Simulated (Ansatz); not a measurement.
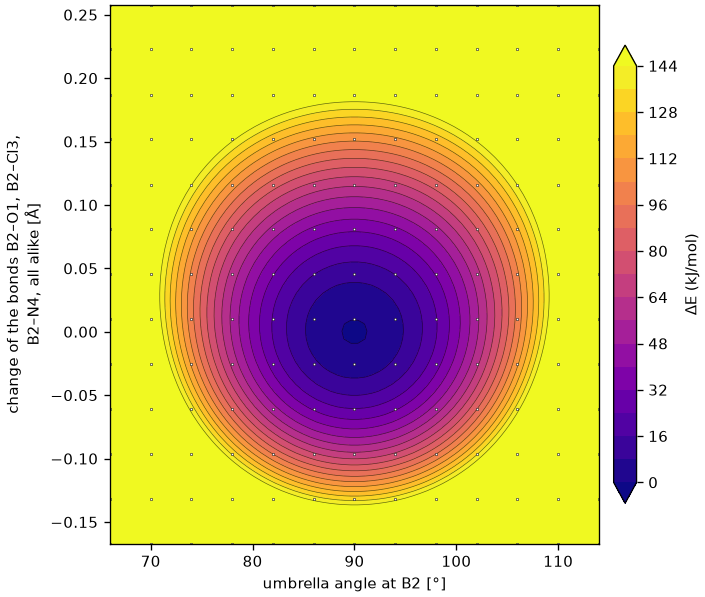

BClGeH5NO, SMILES OB(Cl)[NH][GeH3]. 
- First axis: umbrella angle at B2 (between each of its bonds and their common axis; 90 is planar). Second axis: change of the bonds B2–O1, B2–Cl3, B2–N4, all alike.
- Nothing is relaxed (all other coordinates rigid).
- The grid has 13 × 13 points.
- Points are written as (first, second).
- Energies are in kJ/mol, from the lowest grid point.
- The calculation used RKS PBE0-D4/def2-SVP (Ansatz 0.2.0).

In the figure: filled contours, dots at the grid points, one colour for all values above the top of the scale. Between grid points the surface is interpolated.

**Estimate the position of the minimum and the force constants in these coordinates.**

The interpolated minimum is at the first coordinate ≈ 90.0°, the second coordinate ≈ 0.000 Å. The curvatures there are about 25 eV/rad² and 125 eV/Å², with a cross term of about 0 eV/(rad·Å). Round the minimum the two coordinates are nearly uncoupled. (1 eV is 96.5 kJ/mol.)
